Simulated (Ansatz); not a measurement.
# Single-point calculation of CH₇As

CH₇As, SMILES C.[AsH3], computed with RKS PBE0-D4/def2-TZVPPD (Ansatz 0.2.0).

The geometry is a complex of two molecules. The geometry comes from this level: PBE0-D4/def2-TZVP.

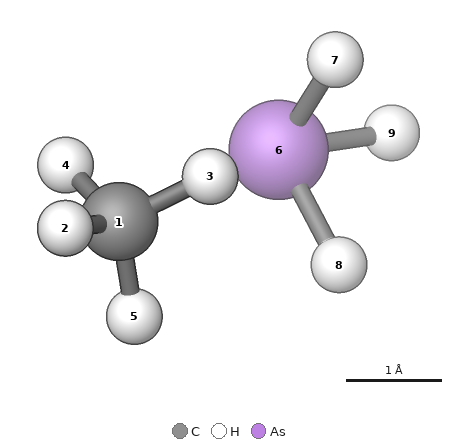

*The input geometry (ball-and-stick view, seen at a tilt; atoms are numbered from 1 in the order of the input).*

### Results in brief

- outcome: converged
- total energy: −61983.8585 eV
- mean-field energy: −61983.7783 eV
- dispersion energy: −0.0802 eV
- SCF solution under orbital rotations: stable
- HOMO: −7.80 eV
- LUMO: 0.05 eV
- hardware: 4 threads of AMD EPYC, 15 GiB of memory available, shared host
- wall time: 0.6 s (CPU time 2 s)
- peak memory: 0.43 GiB

### The input
```yaml
crystal:
  periodic: [false, false, false]
  atoms:
    - {symbol: C, position_ang: [-0.136128, -0.226913, -1.740036]}
    - {symbol: H, position_ang: [-0.061063, -0.374569, -2.817025]}
    - {symbol: H, position_ang: [0.748550, 0.301197, -1.384735]}
    - {symbol: H, position_ang: [-0.207302, -1.195298, -1.245209]}
    - {symbol: H, position_ang: [-1.025582, 0.361374, -1.515715]}
    - {symbol: As, position_ang: [-0.159966, -0.249110, 2.075024]}
    - {symbol: H, position_ang: [1.282683, -0.051711, 1.634318]}
    - {symbol: H, position_ang: [-0.567879, 1.113809, 1.536495]}
    - {symbol: H, position_ang: [0.126787, 0.321319, 3.456883]}
basis:
  gaussian: {orbitals: "def2-TZVPPD.json"}
hamiltonian: {xc: pbe0, dispersion: d4}
output: {orbitals: {seedname: orbitals}}
```

Command:
```bash
ansatz run in.yaml --threads 4 --pin off --events-out ev --progress --plain --max-ram 9574MiB
```

### Output
```
Functional definition: PBE0
  name "PBE0"
  cite "Adamo & Barone, J. Chem. Phys. 110, 6158 (1999) doi:10.1063/1.478522"
  cite "Perdew, Burke & Ernzerhof, Phys. Rev. Lett. 77, 3865 (1996) doi:10.1103/PhysRevLett.77.3865"
  parent pbe
  parameter a = 0.25
  parameter kappa = 0.804
  parameter beta = 0.06672455060314922
  exchange = (1 - a)*pbe_x(kappa = kappa, mu = beta*pi^2/3) + a*exact_x
  correlation = pbe_c(beta = beta)
1024 factors; their error is unknown
mean field evaluation 1: about -61978.8507 eV, gradient 4.6e1 eV
mean field evaluation 2: about -61978.2728 eV, gradient 4.6e1 eV
mean field evaluation 4: about -61983.5513 eV, gradient 4.6e-1 eV
mean field evaluation 8: about -61983.7783 eV, gradient 1.3e-1 eV
mean field -61983.77827796 eV, -2277.8618376010 hartree, gradient 2.5e-5 eV, S^2 0.000000; 0 other end points of the search recorded, 0 dependent functions left out
reference -61983.77830967 eV, -2277.8618387665 hartree; 23, 23 occupied and 187, 187 virtual orbitals, 1024 factors
Total energy: -61983.85846517 eV, -2277.8647844268 hartree
```

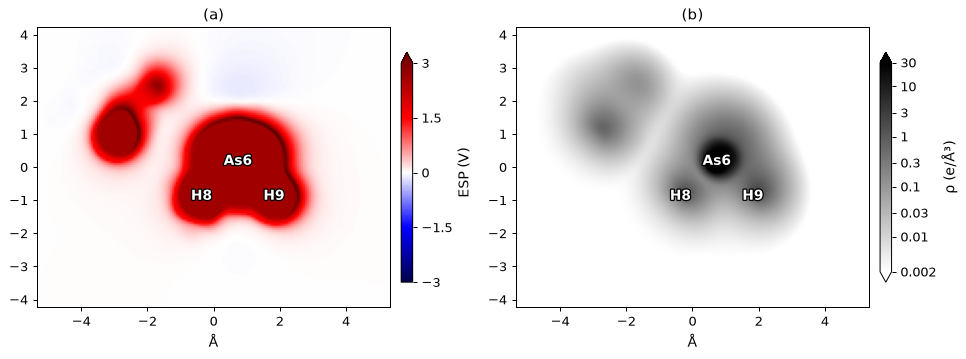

*(a) electrostatic potential; (b) electron density on the plane of atoms H8, As6 and H9.*

As–H (1.52 Å): ρ is about 1.1 e/Å³ halfway, with its minimum of 1 e/Å³ about 0.9 Å from As. The potential has no marked negative region in this plane.

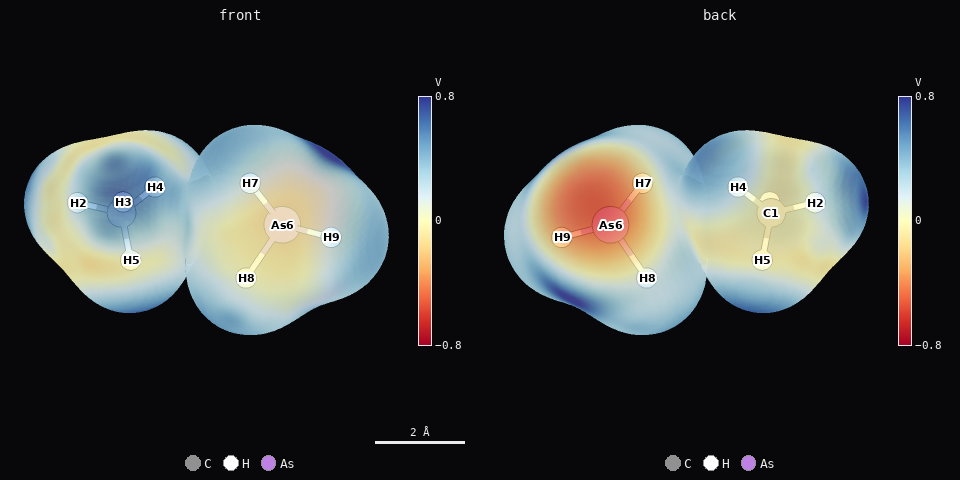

*The molecular electrostatic potential painted on the density surface at 0.002 e/bohr³, seen at a tilt and from behind; the colour scale runs from red (negative) to blue (positive).*

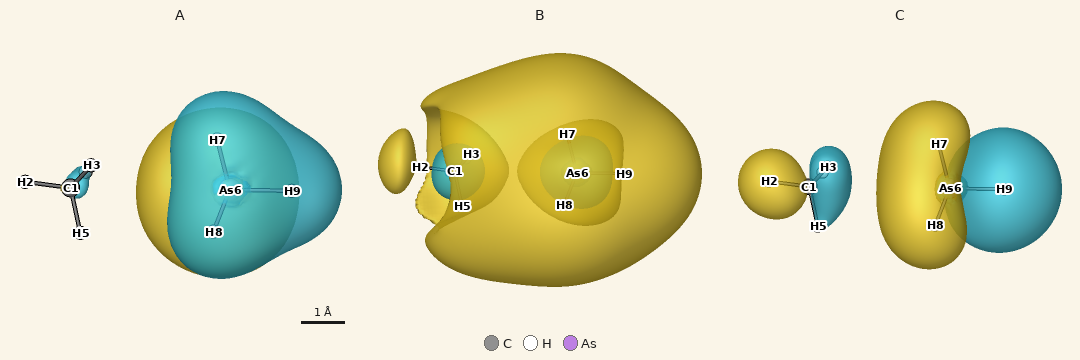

*Three frontier orbitals at ±0.04 Å⁻³ᐟ² (yellow and cyan are the two phases).*

C is the HOMO−1 (−10.21 eV). By Hirshfeld shares it lies mainly on As6 (50 %), H9 (30 %), H8 (10 %) and H7 (10 %). A is the HOMO (−7.80 eV). B is the LUMO (0.05 eV). By Hirshfeld shares it lies mainly on As6 (35 %), H7 (10 %), H8 (10 %) and H9 (10 %). The HOMO–LUMO gap is 7.85 eV between the orbital energies.

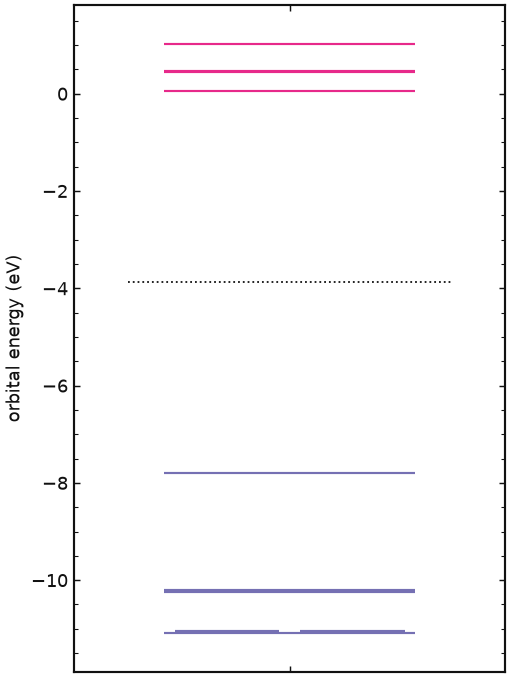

*Orbital energies near the frontier; the dotted line parts filled from empty levels, and levels within 0.02 eV of each other stand side by side.*

Highest filled −7.80 eV, lowest empty 0.05 eV, 7.85 eV apart.
